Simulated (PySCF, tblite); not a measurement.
**C₃H₉AlN₂Si: geometry, infrared bands and NMR shifts**

Wanted: the infrared bands and NMR shifts of C₃H₉AlN₂Si (`C/N=[CH]\[AlH2-][N+]#C[SiH3]`), by calculation.

Programs: tblite 0.8.0 and PySCF 2.14.0, with density-fitted response routines of our own. Each step states its level of theory. These are calculated values for one molecule in the gas phase, unless marked as measured. Atoms are numbered from 0 throughout.

### 1 The starting structure

16 atoms, charge 0, multiplicity 1; geometry from: force field or distance geometry start.

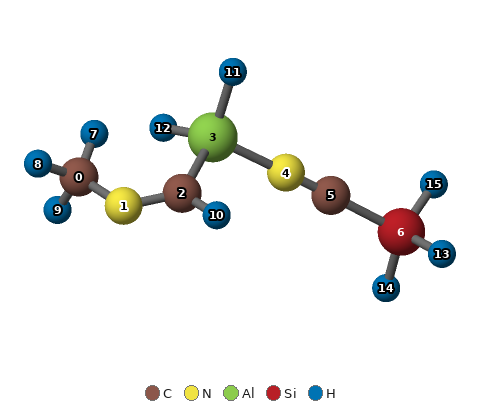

The starting geometry (carbon brown, nitrogen yellow, aluminium green, silicon red, hydrogen blue), atoms numbered.

### 2 Relaxing the molecule with GFN2-xTB

Job settings and geometry (Å):

```
{"job": {"kind": "relax", "xc": "GFN2-xTB", "basis": "xTB"}, "charge": 0, "multiplicity": 1}
C     -2.817800     0.568400     1.956000
N     -2.554500    -0.699000     1.392100
C     -1.341700    -1.006400     1.066800
Al     0.167600     0.238700     1.264100
N      1.258300     0.027400    -0.239200
C      1.920100    -0.085500    -1.191200
Si     2.952600    -0.271700    -2.696900
H     -1.945100     1.102800     2.394100
H     -3.565800     0.415800     2.785800
H     -3.356100     1.263700     1.251100
H     -1.132900    -1.979300     0.635700
H      1.047200    -0.241200     2.539700
H     -0.302400     1.743200     1.394200
H      3.143500    -1.716200    -2.993900
H      2.282200     0.293700    -3.884600
H      4.237200     0.354600    -2.417600
```

The run is started by

```bash
OMP_NUM_THREADS=1 python probes_run.py task.json out
```

This one command runs all jobs of the session in turn.

Output:

```text
step      E/eV     max force
  0    -532.36219    2.027
  1    -532.49995    2.185
  2    -532.59034    1.983
  3    -532.65351    1.217
  4    -532.69908    0.610
  5    -532.74357    0.550
  6    -532.77166    0.509
  7    -532.79922    0.419
  8    -532.81745    0.329
  9    -532.83601    0.374
 10    -532.84895    0.343
 11    -532.85909    0.305
 12    -532.86838    0.236
 13    -532.87572    0.287
 14    -532.88099    0.249
 15    -532.88539    0.171
 16    -532.88814    0.120
 17    -532.88999    0.148
 18    -532.89179    0.153
 19    -532.89398    0.182
 20    -532.89658    0.153
 21    -532.89884    0.152
 22    -532.90029    0.149
 23    -532.90137    0.112
 24    -532.90260    0.106
 25    -532.90395    0.090
 26    -532.90497    0.069
 27    -532.90558    0.061
 28    -532.90607    0.070
 29    -532.90675    0.075
 30    -532.90759    0.082
 31    -532.90843    0.076
 32    -532.90915    0.071
 33    -532.90980    0.089
 34    -532.91041    0.079
 35    -532.91092    0.057
 36    -532.91138    0.051
 37    -532.91184    0.063
 38    -532.91233    0.057
 39    -532.91279    0.058
 40    -532.91319    0.071
 41    -532.91364    0.068
 42    -532.91420    0.071
 43    -532.91475    0.060
 44    -532.91512    0.047
 45    -532.91537    0.042
 46    -532.91562    0.054
 47    -532.91599    0.073
 48    -532.91641    0.068
 49    -532.91679    0.058
 50    -532.91708    0.040
 51    -532.91734    0.050
 52    -532.91763    0.052
 53    -532.91791    0.056
 54    -532.91815    0.056
 55    -532.91837    0.033
 56    -532.91862    0.041
 57    -532.91881    0.043
 58    -532.91905    0.056
 59    -532.91928    0.046
 60    -532.91952    0.040
 61    -532.91971    0.027
 62    -532.91983    0.029
 63    -532.91994    0.027
 64    -532.92006    0.036
 65    -532.92021    0.034
 66    -532.92039    0.030
 67    -532.92062    0.042
 68    -532.92095    0.051
 69    -532.92141    0.073
 70    -532.92191    0.065
 71    -532.92226    0.050
 72    -532.92242    0.033
 73    -532.92254    0.038
 74    -532.92280    0.045
 75    -532.92313    0.065
 76    -532.92355    0.080
 77    -532.92406    0.084
 78    -532.92475    0.096
 79    -532.92570    0.089
 80    -532.92681    0.067
 81    -532.92778    0.073
 82    -532.92852    0.076
 83    -532.92927    0.070
 84    -532.93011    0.071
 85    -532.93040    0.114
 86    -532.93152    0.065
 87    -532.93213    0.067
 88    -532.93330    0.060
 89    -532.93461    0.134
 90    -532.93705    0.148
 91    -532.93943    0.264
 92    -532.94190    0.111
 93    -532.94409    0.193
 94    -532.94661    0.136
 95    -532.95023    0.172
 96    -532.95306    0.170
 97    -532.95618    0.165
 98    -532.95895    0.141
 99    -532.96190    0.138
100    -532.96318    0.075
101    -532.96460    0.078
102    -532.96560    0.134
103    -532.96695    0.074
104    -532.96778    0.061
105    -532.96843    0.055
106    -532.96915    0.064
107    -532.96961    0.044
108    -532.96995    0.036
109    -532.97018    0.038
110    -532.97036    0.035
111    -532.97053    0.036
112    -532.97072    0.028
113    -532.97089    0.031
114    -532.97106    0.035
115    -532.97124    0.045
116    -532.97153    0.050
117    -532.97206    0.068
118    -532.97293    0.081
119    -532.97402    0.080
120    -532.97490    0.077
121    -532.97544    0.056
122    -532.97578    0.038
123    -532.97600    0.035
124    -532.97616    0.035
125    -532.97635    0.036
126    -532.97657    0.037
127    -532.97679    0.028
128    -532.97695    0.025
129    -532.97707    0.026
130    -532.97717    0.024
131    -532.97728    0.026
132    -532.97739    0.023
133    -532.97748    0.020
134    -532.97754    0.017
135    -532.97759    0.022
136    -532.97766    0.023
137    -532.97778    0.033
138    -532.97794    0.039
139    -532.97814    0.035
140    -532.97833    0.030
141    -532.97844    0.026
142    -532.97851    0.023
143    -532.97858    0.025
144    -532.97871    0.026
145    -532.97890    0.053
146    -532.97930    0.060
147    -532.97993    0.080
148    -532.98086    0.068
149    -532.98184    0.071
150    -532.97990    0.239
151    -532.98283    0.265
152    -532.98325    0.123
153    -532.98399    0.045
154    -532.98469    0.076
155    -532.98539    0.095
156    -532.98635    0.065
157    -532.98703    0.082
158    -532.98769    0.120
159    -532.98849    0.151
160    -532.98923    0.100
161    -532.98985    0.092
162    -532.99062    0.052
163    -532.99127    0.113
164    -532.99149    0.063
165    -532.99165    0.190
166    -532.99242    0.115
167    -532.99309    0.094
168    -532.99442    0.102
169    -532.99526    0.089
170    -532.99594    0.056
171    -532.99650    0.058
172    -532.99713    0.052
173    -532.99778    0.060
174    -532.99842    0.093
175    -532.99912    0.130
176    -532.99984    0.170
177    -533.00033    0.158
178    -533.00104    0.070
179    -533.00157    0.052
180    -533.00237    0.044
181    -533.00281    0.053
182    -533.00363    0.068
183    -533.00406    0.141
184    -533.00441    0.044
185    -533.00464    0.043
186    -533.00477    0.030
187    -533.00491    0.028
188    -533.00509    0.034
189    -533.00528    0.033
190    -533.00552    0.039
191    -533.00578    0.056
192    -533.00607    0.055
193    -533.00636    0.057
194    -533.00670    0.044
195    -533.00707    0.057
196    -533.00740    0.055
197    -533.00768    0.075
198    -533.00794    0.051
199    -533.00826    0.040
200    -533.00863    0.039
201    -533.00897    0.032
202    -533.00917    0.033
203    -533.00926    0.020
204    -533.00931    0.020
205    -533.00935    0.014
206    -533.00937    0.010
```

Wall time 2.6 s (1 thread of Arm Neoverse N1, shared host); peak memory 0.18 GiB.

Along the way: (not every step is listed)

```csv
step,energy from step 0 (eV),largest force (eV/Å)
0,0.0000,2.0271
1,-0.1378,2.1850
2,-0.2281,1.9831
3,-0.2913,1.2172
4,-0.3369,0.6101
5,-0.3814,0.5504
6,-0.4095,0.5095
7,-0.4370,0.4192
8,-0.4553,0.3290
27,-0.5434,0.0611
46,-0.5534,0.0538
65,-0.5580,0.0341
84,-0.5679,0.0706
103,-0.6048,0.0741
122,-0.6136,0.0384
141,-0.6162,0.0264
160,-0.6270,0.0998
179,-0.6394,0.0518
198,-0.6457,0.0514
201,-0.6468,0.0320
202,-0.6470,0.0330
203,-0.6471,0.0196
204,-0.6471,0.0203
205,-0.6472,0.0142
206,-0.6472,0.0095
```

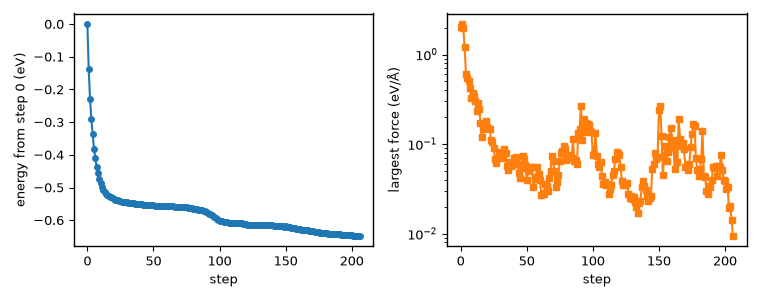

Energy and largest force along the relaxation.

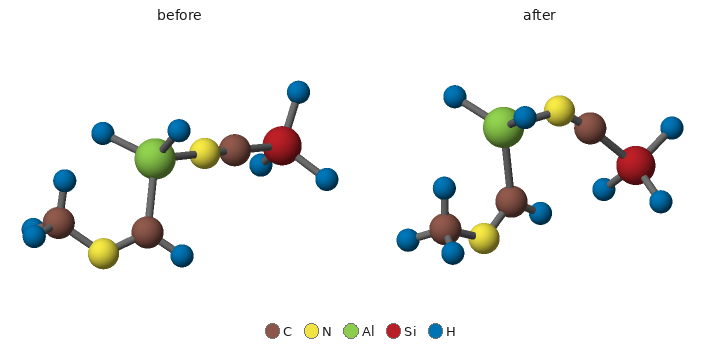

The geometry before (left) and after (right).

Close pairs (by a distance rule), those that changed most:

```
   bond  before (Å)  after (Å)  change (Å)
 C2–Al3       1.967      2.068      +0.102
 Al3–N4       1.869      1.947      +0.078
Al3–H11       1.622      1.562      -0.060
  C0–H8       1.128      1.091      -0.036
  C0–H9       1.127      1.091      -0.036
 C5–Si6       1.835      1.870      +0.034
  N1–C2       1.293      1.261      -0.031
Si6–H13       1.487      1.459      -0.028
```

The end geometry stands in the next job.

### 3 Vibrational analysis with GFN2-xTB

Job settings and geometry (Å):

```
{"job": {"kind": "ir", "xc": "GFN2-xTB", "basis": "xTB"}, "charge": 0, "multiplicity": 1}
C     -2.618885    -0.016897     1.713235
N     -2.018332    -0.438655     0.493145
C     -0.816741    -0.136670     0.256928
Al     0.351279     0.922725     1.595417
N      1.752828     0.734396     0.256949
C      2.043777     0.206863    -0.733117
Si     2.267753    -0.744093    -2.327103
H     -1.906832     0.548250     2.346066
H     -2.971743    -0.896034     2.254823
H     -3.482725     0.609299     1.485037
H     -0.452926    -0.520072    -0.717220
H      0.842720     0.130978     2.848571
H      0.041251     2.439762     1.773044
H      2.011984    -2.137093    -1.977040
H      1.300185    -0.172833    -3.257739
H      3.648809    -0.520983    -2.754923
```

Output:

```text
mode    cm-1     km/mol
  1      34.2      3.66
  2      38.2      1.58
  3      44.1      0.24
  4      89.7      0.03
  5     129.2      1.79
  6     165.0      8.72
  7     168.1      2.11
  8     220.0      9.42
  9     256.6     14.69
 10     262.0      6.77
 11     334.9     13.36
 12     343.6     20.75
 13     409.5      5.21
 14     478.9     83.78
 15     527.0     29.35
 16     530.5     39.16
 17     548.6    109.58
 18     638.2    227.44
 19     646.2     61.88
 20     738.5    133.05
 21     746.0    858.52
 22     765.3    159.34
 23     769.2    268.76
 24     798.6     32.40
 25    1011.0     23.34
 26    1097.3      0.35
 27    1101.0      5.83
 28    1267.8    214.50
 29    1379.1      1.22
 30    1429.2      0.85
 31    1455.4      4.50
 32    1687.7    293.67
 33    1704.2    396.41
 34    1718.3    341.20
 35    2200.3    538.54
 36    2284.0    320.41
 37    2315.9     96.71
 38    2319.1    283.15
 39    2720.8    121.83
 40    2766.4    109.66
 41    2977.8     18.61
 42    2992.8     22.58
```

Run time: 1 s. Hardware: 1 thread of Arm Neoverse N1, shared host; peak memory 0.18 GiB.

The strongest bands and the atoms that carry them (share of the mass-weighted mode):

```csv
cm⁻¹,km/mol,atoms
746,858.5,"H12 37 %, H11 37 %"
769,268.8,"H15 30 %, H14 30 %, H13 17 %"
1688,293.7,"N1 46 %, C2 45 %"
1704,396.4,H11 89 %
1718,341.2,H12 92 %
2200,538.5,"C5 57 %, N4 42 %"
2284,320.4,H15 95 %
2319,283.1,"H13 66 %, H14 30 %"
```

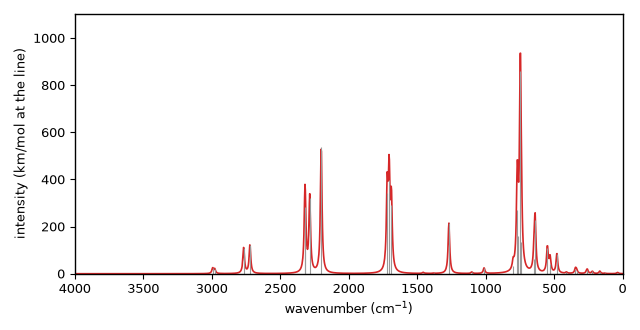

The infrared spectrum from these modes, unscaled. Lines are broadened to a width of 14 cm⁻¹ (Lorentzian).

### 4 NMR shieldings: PBE0/pcSseg-1

The job, as its differences from that of step 3:

```diff
@@ -1,2 +1,2 @@
-{"job": {"kind": "ir", "xc": "GFN2-xTB", "basis": "xTB"}, "charge": 0, "multiplicity": 1}
+{"job": {"kind": "nmr", "xc": "PBE0", "basis": "pcSseg-1"}, "charge": 0, "multiplicity": 1}
 C     -2.618885    -0.016897     1.713235
```

Level: GIAO PBE0/pcSseg-1 NMR shielding, non-relativistic, gas phase.

Output:

```text
coarse grid: 14216 points
cycle   1  E = -760.4409851678  dE =  4.700e-01  |g| = 4.395e-01  |ddm| = 3.519e+00
cycle   2  E = -760.2532613844  dE =  1.877e-01  |g| = 9.644e-01  |ddm| = 1.459e+00
cycle   3  E = -760.4980105959  dE = -2.447e-01  |g| = 9.862e-02  |ddm| = 1.059e+00
cycle   4  E = -760.4997067817  dE = -1.696e-03  |g| = 5.165e-02  |ddm| = 1.015e-01
cycle   5  E = -760.5001881546  dE = -4.814e-04  |g| = 2.428e-02  |ddm| = 4.567e-02
cycle   6  E = -760.5003106319  dE = -1.225e-04  |g| = 6.821e-03  |ddm| = 1.830e-02
cycle   7  E = -760.5003220704  dE = -1.144e-05  |g| = 2.160e-03  |ddm| = 8.113e-03
cycle   8  E = -760.5003231545  dE = -1.084e-06  |g| = 3.880e-04  |ddm| = 1.819e-03
final grid: 127776 points
cycle   9  E = -760.5378197742  dE = -2.169e-05  |g| = 6.099e-03  |ddm| = 2.178e-02
cycle  10  E = -760.5378133330  dE =  6.441e-06  |g| = 8.059e-03  |ddm| = 1.189e-02
cycle  11  E = -760.5378279567  dE = -1.462e-05  |g| = 2.318e-03  |ddm| = 7.234e-03
cycle  12  E = -760.5378291689  dE = -1.212e-06  |g| = 3.000e-04  |ddm| = 1.526e-03
cycle  13  E = -760.5378291794  dE = -1.046e-08  |g| = 2.181e-04  |ddm| = 3.471e-04
cycle  14  E = -760.5378291895  dE = -1.011e-08  |g| = 3.441e-05  |ddm| = 1.347e-04
cycle  15  E = -760.5378291898  dE = -2.428e-10  |g| = 1.436e-05  |ddm| = 4.573e-05
converged SCF energy = -760.5378291898

GIAO shielding tensors (ppm)
atom      isotropic    diamagn.    paramagn.     s11        s22        s33       span
  0 C      130.270     250.525    -120.254    103.108    116.792    170.912     67.804
  1 N     -199.691     328.851    -528.542   -654.620   -143.871    199.417    854.037
  2 C      -28.769     258.662    -287.431   -130.831     16.799     27.726    158.557
  3 Al     426.508     798.133    -371.625    399.190    430.835    449.499     50.309
  4 N      -39.732     337.452    -377.184   -208.239   -205.350    294.394    502.633
  5 C       42.041     270.377    -228.336    -62.888    -52.658    241.668    304.557
  6 Si     444.237     879.763    -435.526    442.568    443.002    447.141      4.573
  7 H       28.927      31.778      -2.850     26.865     29.025     30.892      4.027
  8 H       27.493      29.155      -1.662     25.713     26.304     30.462      4.749
  9 H       27.499      29.131      -1.632     25.712     26.293     30.491      4.779
 10 H       23.506      38.031     -14.525     20.477     24.802     25.239      4.763
 11 H       27.242      30.360      -3.118     24.215     26.491     31.022      6.807
 12 H       27.323      30.285      -2.962     24.159     26.461     31.349      7.190
 13 H       26.918      29.280      -2.362     23.649     25.614     31.490      7.841
 14 H       26.875      29.336      -2.462     23.537     25.601     31.487      7.949
 15 H       27.226      26.490       0.736     23.588     25.448     32.643      9.055
```

It took 66 s on 1 thread of Arm Neoverse N1, shared host; peak memory 0.82 GiB.

Shifts follow as δ = σ(reference) − σ, with reference shieldings (ppm) from runs at the same level and on the same kind of geometry: 1H TMS 31.72, 13C TMS 186.9, 29Si TMS 349.2, 15N NH3 267.7, 27Al AlH4- 490.0. The references are single molecules in the gas phase, so shifts against H2O, NH3, PH3, H3PO4 or CFCl3 are not on the usual liquid scales and can be off by tens of ppm. Shifts against hydride references such as AlH4− lie on their own scale. Atoms listed in one row are averaged.

| atoms | environment | σ (ppm) | δ (ppm) |
| --- | --- | --- | --- |
| C2 | C=N carbon | -28.8 | 215.7 |
| C5 | nitrilium-type carbon | 42.0 | 144.9 |
| C0 | methyl carbon bonded to N | 130.3 | 56.7 |
| H10 | hydrogen on a C=N carbon | 23.51 | 8.21 |
| H13, H14, H15 | hydrogen on a silicon bonded to C | 27.01 | 4.71 |
| H11, H12 | hydrogen on an aluminium bonded to C, N | 27.28 | 4.43 |
| H7, H8, H9 | hydrogen on a methyl carbon bonded to N | 27.97 | 3.74 |
| N1 | imine nitrogen | -199.7 | 467.4 |
| N4 | donor nitrogen of a Lewis adduct | -39.7 | 307.5 |
| Al3 | aluminium bonded to C, N, 2 H | 426.5 | 63.5 |
| Si6 | silicon bonded to C, 3 H | 444.2 | -95.1 |

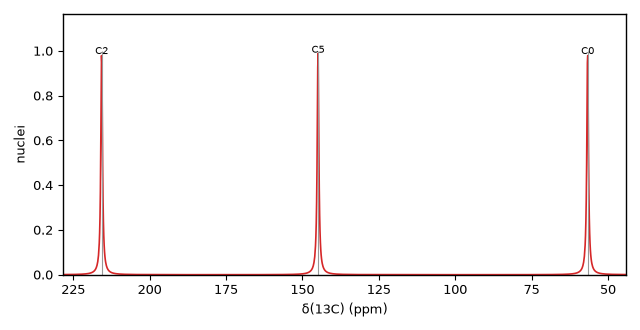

13C lines at the computed shifts, without couplings. Lines are broadened to a width of 0.64 ppm (Lorentzian).

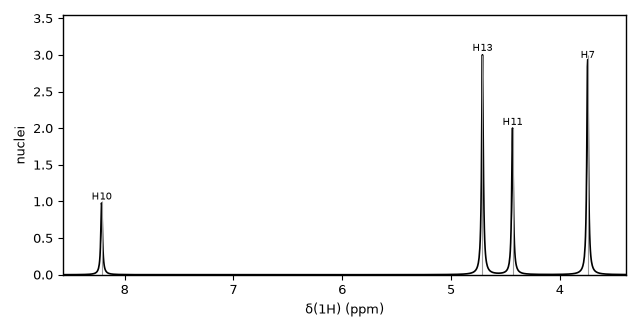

1H lines at the computed shifts, without couplings. Lines are broadened to a width of 0.02 ppm (Lorentzian).

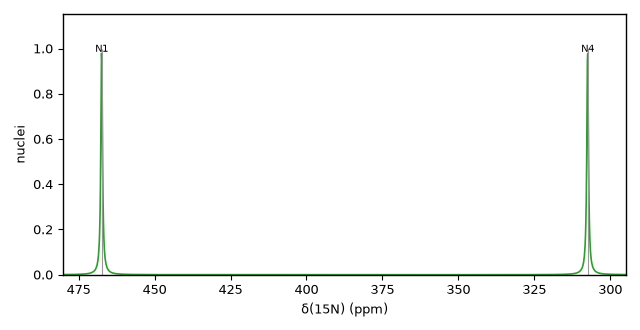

15N lines at the computed shifts, without couplings. Lines are broadened to a width of 0.64 ppm (Lorentzian).

Charges from the same density, by scheme (e):

```
atoms  Mulliken    IAO  Hirshfeld  ESP fit
   C0     -0.11  -0.28      -0.07    -0.15
   N1     -0.40  -0.24      -0.16    -0.41
   C2     -0.24  -0.27      -0.11     0.05
  Al3      0.71   0.51       0.31     0.57
   N4     -0.36  -0.15      -0.08    -0.17
   C5      0.01  -0.05       0.07     0.04
  Si6      0.56   0.64       0.41     0.48
```

Hirshfeld charges:

C0 -0.07; N1 -0.16; C2 -0.11; Al3 0.31; N4 -0.08; C5 0.07; Si6 0.41; H7 0.03; H8 0.05; H9 0.05; H10 0.01; H11 -0.19; H12 -0.19; H13 -0.04; H14 -0.04; H15 -0.05

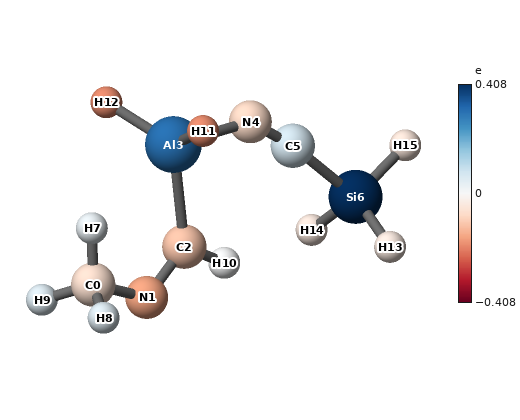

Hirshfeld charges, as colours on the atoms.

Mayer bond orders: C0–N1 0.99, N1–C2 1.92, C2–Al3 0.69, Al3–N4 0.41, N4–C5 2.63, C5–Si6 0.79.

Orbitals, density, ELF and potential are computed afterwards from the orbital file.

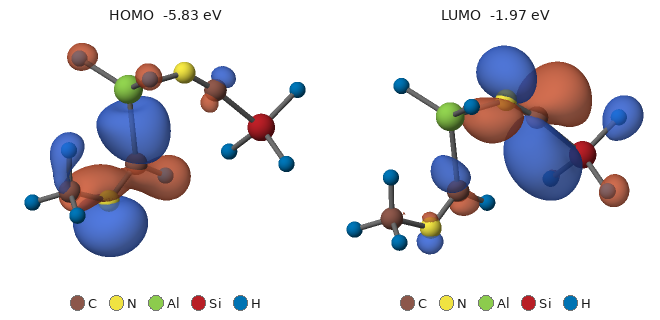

PBE0/pcSseg-1 orbitals near the gap, drawn at the value that encloses 70 % of each; the two colours are the two signs.

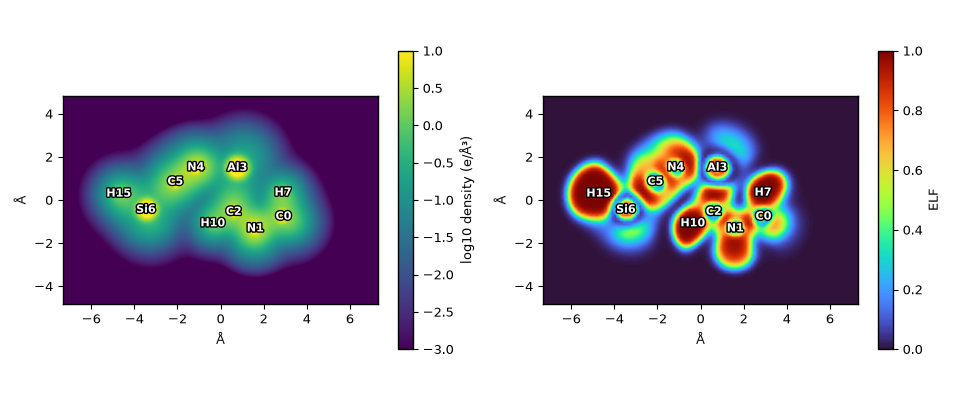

Density (left) and ELF (right) in a plane through or near 10 of the atoms.

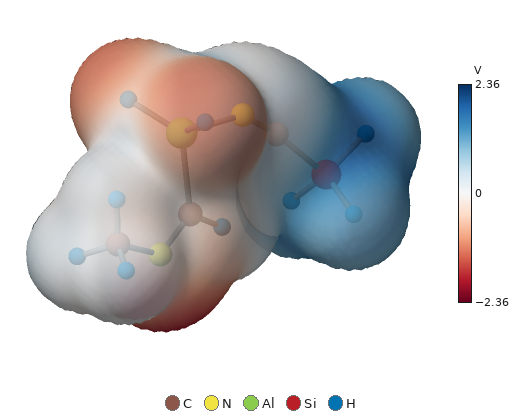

The potential that a unit positive charge feels on the 0.002 e/bohr³ surface, from -1.90 V near N1 to 2.36 V near H13.

### 5 What came out

| quantity | value |
| --- | --- |
| strongest single infrared mode (GFN2-xTB) | 746 cm⁻¹, 859 km/mol |
| zero-point energy (GFN2-xTB) | 63.1 kcal/mol |
| 13C shifts against TMS (PBE0/pcSseg-1) | 215.7, 144.9, 56.7 ppm |
| 1H shifts against TMS (PBE0/pcSseg-1, means over atoms taken as alike) | 8.21, 4.71, 4.43, 3.74 ppm |
| 15N shifts against NH3 (PBE0/pcSseg-1) | 467.4, 307.5 ppm |
| 27Al shifts against AlH4- (PBE0/pcSseg-1) | 63.5 ppm |
| 29Si shifts against TMS (PBE0/pcSseg-1) | -95.1 ppm |
| surface potential, least and greatest | -1.90 V and 2.36 V |

What this shows: Over 206 steps the energy fell by 0.647 eV; of the close pairs, C2–Al3 changed most, 1.967 to 2.068 Å. All 42 modes are real, so the xTB geometry is a minimum. The strongest single mode, at 746 cm⁻¹, moves mainly H12 and H11. GFN2-xTB is a fitted tight-binding method: band positions and strengths are rough. Its intensities can rank the bands wrongly. At PBE0/pcSseg-1: Shielding is most anisotropic at N1 (span 854 ppm, paramagnetic term -529 ppm). At PBE0/pcSseg-1, counted by nearest atom on the grid, the HOMO lies on N1 45 %; C2 17 %, the LUMO on C5 36 %; N4 28 %.
